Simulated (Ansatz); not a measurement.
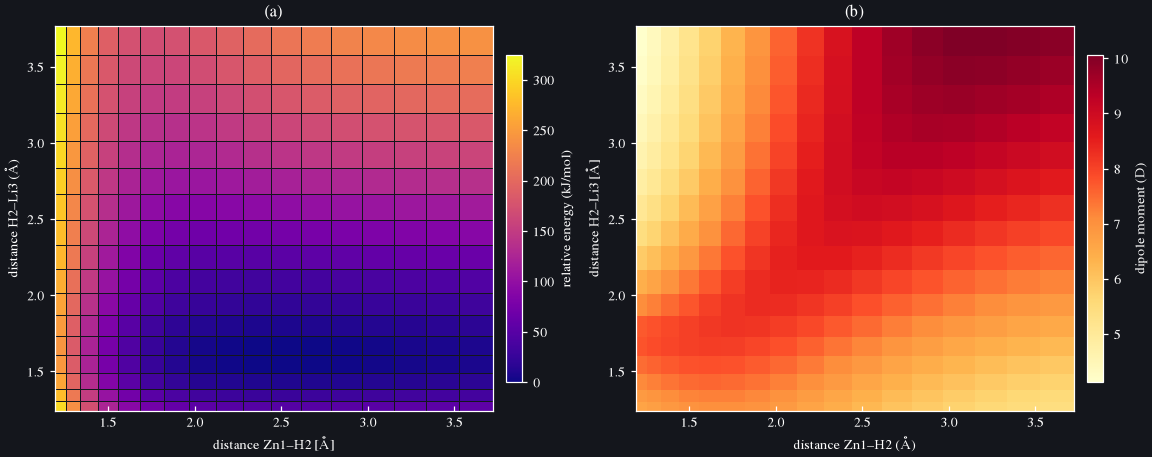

The system Zn + HLi. First axis: distance Zn1–H2. Second axis: distance H2–Li3. Nothing is relaxed (the angle Zn1–H2–Li3 is fixed at 120 degrees). Grid: 17 × 17 points. Points are written as (first, second). All energies are given in kJ/mol relative to the lowest grid point. The reference is spin-restricted, so regions where a bond is pulled apart into radicals lie too high. Computed with Ansatz 0.2.0, RKS PBE0-D4/def2-TZVPD.

Panel (a) is the energy and panel (b) the computed dipole moment on the same grid.

Drawn: one coloured cell a grid point.

### How does the dipole moment vary over the map, and what is it at the lowest grid point?

Leaving out the highest fifth of the energies, it runs from 5.19 D at (1.496 Å, 3.672 Å) to 9.57 D at (2.699 Å, 3.290 Å). At the lowest grid point, (2.527 Å, 1.544 Å), it is 6.87 D.
